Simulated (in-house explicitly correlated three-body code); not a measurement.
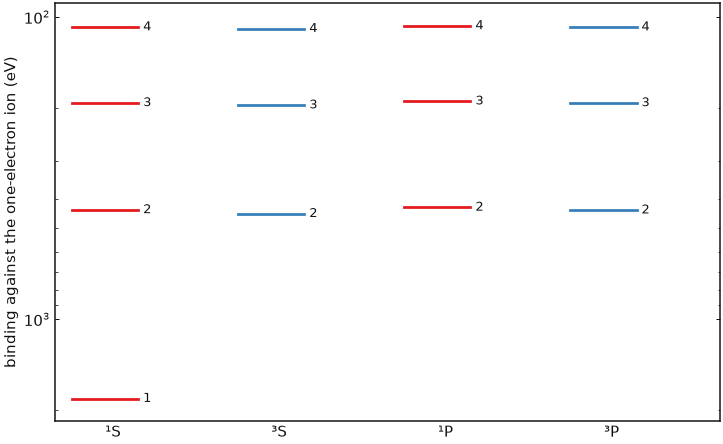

Two electrons around a point charge Z = 12.24. Computed variationally in 260 exponentially correlated functions with an in-house code, non-relativistic, converged to about 10⁻⁸ of the energy. The plot shows the bound S and P states that converged, by term and principal number n, on a logarithmic scale of binding.

### Describe the level scheme.

The ground state is bound by 1834 eV. The n = 2 states drawn run, from the deepest, 2 ³S (448.3 eV), 2 ³P (436.4 eV), 2 ¹S (435.5 eV), 2 ¹P (427.3 eV). Exchange puts 2 ³S below 2 ¹S by 12.8 eV and 2 ³P below 2 ¹P by 9.18 eV. Quantum defects n − (Z − 1)/√(2 E(binding)): 2 ³S 0.042, 2 ³P 0.015, 2 ¹S 0.013, 2 ¹P −0.006.
